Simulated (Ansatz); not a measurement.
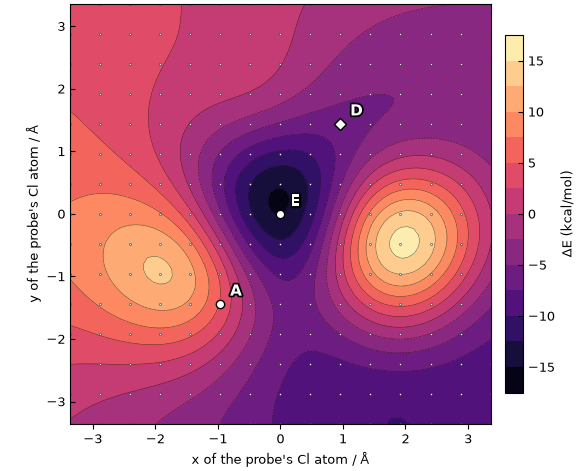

FH₂NSeSi (SMILES N=[Si](F)[SeH]) with the probe Cl-. The probe is moved over a plane parallel to the molecule's main plane, 2.70 Å above it. First axis: x of the probe's Cl atom. Second axis: y of the probe's Cl atom. Nothing is relaxed (molecule and probe rigid). The scan uses a 15 × 15 grid. Points are written as (first, second). Energies: kcal/mol, counted from molecule and probe far apart, each relaxed in its own basis (no counterpoise correction). Theory: RHF/def2-SVPD (Ansatz 0.2.0).

Drawn: filled contours, dots at the grid points, lettered points. Between grid points the surface is interpolated.

Q: Is D the lowest point of the computed grid?

A: No. D lies 9.0 kcal/mol above the lowest grid point, which is at (0.00 Å, 0.00 Å) [nearest 1 Si at 2.71 Å].

Q: What kind of point is each of A, E: minimum, saddle, maximum or slope?

A: A: on a slope; E: minimum. (In these two coordinates alone; a stationary point may lie a little off the grid point.)

Q: Rank the lettered points by energy, lowest first.

A: E (−15.1 kcal/mol), D (−6.1 kcal/mol), A (4.8 kcal/mol).
